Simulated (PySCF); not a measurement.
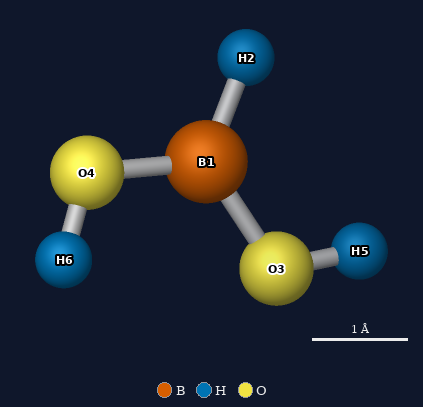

The input geometry (ball-and-stick view, seen at a tilt; atoms are numbered from 1 in the order of the input).

**Run report: BH3O2, frequency calculation**

BH3O2, computed with RKS PBE0-D4/def2-TZVP, density fitting (PySCF 2.14.0).

The geometry comes from this level: PBE0-D4/def2-TZVP.

### Output
```
Vibrations: 475.81 530.41 635.95 927.22 965.30 1008.11 1112.76 1248.23 1466.55 2622.27 3854.23 3916.44 cm⁻¹, zero-point energy 1.163176 eV
Total energy -4818.706568 eV, <S^2> 0.0000
```

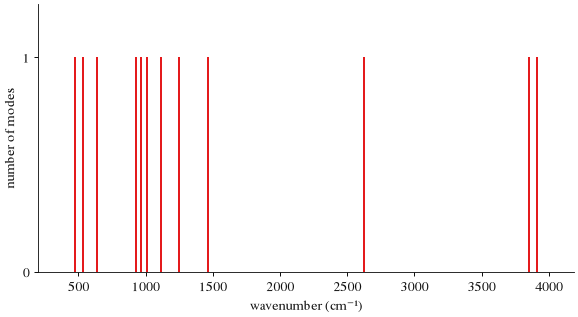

Harmonic vibrational wavenumbers from the force constants; neighbouring modes closer than 16 cm⁻¹ are counted in one stick. 12 modes from 476 to 3916 cm⁻¹, none imaginary.

The run was set up as follows.

### Input
```python
import json, numpy as np
from pyscf import gto, scf, dft, mp, cc
EV, BOHR = 27.211386245988, 0.529177210903
mol = gto.M(atom="""
B -0.464129 -0.683836 -0.179288
H 0.504568 -0.991997 0.454733
O -0.818659 0.617479 -0.380084
O -1.226170 -1.668095 -0.710301
H -0.218962 1.240064 0.033668
H -1.979026 -1.322617 -1.200743
""", basis="def2-tzvp", charge=0, spin=0, max_memory=8670, verbose=0)
def mean_field(mol, dm=None):
    mf = dft.RKS(mol, xc="pbe0").density_fit()
    mf.conv_tol = 1e-9; mf.grids.level = 4
    mf.kernel(dm0=dm)
    if not mf.converged: mf = mf.newton().run(mf.mo_coeff, mf.mo_occ)
    assert mf.converged
    return mf
def d4(mol):
    from pyscf.dispersion.dftd4 import DFTD4Dispersion
    real = gto.M(atom=[(mol.atom_pure_symbol(i), mol.atom_coord(i)) for i in range(6)], unit='B', charge=mol.charge, spin=None, basis='def2-svp', verbose=0)
    r = DFTD4Dispersion(real, xc="pbe0", atm=True).get_dispersion(grad=True); return r["energy"], r["gradient"]
def energy_and_gradient(mol, dm=None):
    mf = mean_field(mol, dm); e, g = d4(mol)
    return mf, (mf.e_tot + e) * EV, (mf.nuc_grad_method().kernel()[:6] + g) * EV / BOHR
out = {}
from pyscf.hessian import thermo
mf = mean_field(mol); n = mol.natm; h = mf.Hessian().kernel(); x0 = mol.atom_coords()
for i in range(n):
    for a in range(3):
        g = []
        for s in (1, -1):
            x = x0.copy(); x[i, a] += s * 0.005; g.append(d4(mol.set_geom_(x, unit='B', inplace=False))[1])
        h[i, :, a, :] += (g[0] - g[1]) / 0.01
for i in range(n): h[i, i] -= h[i].sum(0)  # translational sum rule: the analytic Hessian lacks the grid's response
w = thermo.harmonic_analysis(mol, h, imaginary_freq=False)['freq_wavenumber']; r = w[w > 0] * 1.239842e-4; T = [298.15, 498.15, 698.15, 898.15]
print("Vibrations: " + " ".join(f"{a:.2f}" for a in w) + f" cm⁻¹, zero-point energy {r.sum() / 2:.6f} eV")
A = [r.sum() / 2 + 8.617333e-5 * t * np.log(1 - np.exp(-r / 8.617333e-5 / t)).sum() for t in T]
out.update(energy=(mf.e_tot + d4(mol)[0]) * EV, converged=True, hessian=(h.transpose(0, 2, 1, 3).reshape(3 * n, -1) * EV / BOHR**2).round(5).tolist(), temperatures=T, free_energy=A)
out['s2'] = mf.spin_square()[0]; out['nelec'] = mol.nelec
print(f"Total energy {out['energy']:.6f} eV, <S^2> {out['s2']:.4f}")
json.dump(out, open("out.json", "w"), default=float)
```

Command:
```bash
OMP_NUM_THREADS=4 python run.py
```

### Summary

```tsv
quantity	value
outcome	converged
total energy	−4818.7066 eV
hardware	4 threads of Arm Neoverse V1, 23 GiB of memory available, shared host
wall time	56 s (CPU time 3.3 min)
peak memory	1.4 GiB
```
